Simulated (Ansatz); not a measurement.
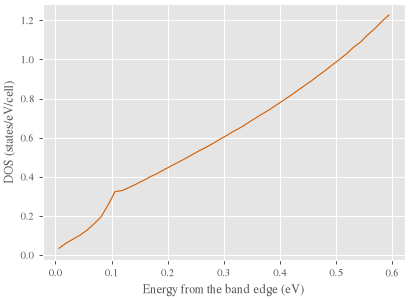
Density of states of SrCd$_{2}$P$_{2}$ (P-3m1) below the valence band maximum, PBEsol, rigid bands run with Ansatz (a quantum-chemistry and plane-wave program); cell volume 115.5 Å³.

Question: What effective density of states at 300 K does this give (∫ g(E) exp(−E/k_BT) dE, both spins, divided by the cell's size)?

Answer: 1.7e19 cm⁻³, a density-of-states mass of 0.76 mₑ, valleys and band degeneracy included.

Spin-orbit coupling is left out; where it splits the top of the valence band, N_v and the p-type Seebeck coefficient come out somewhat high without it. Geometry: cell and atoms relaxed with PBEsol.

Computed structure with no diffraction record at hand here (it may be known, metastable or hypothetical): SrCd2P2 (P-3m1).
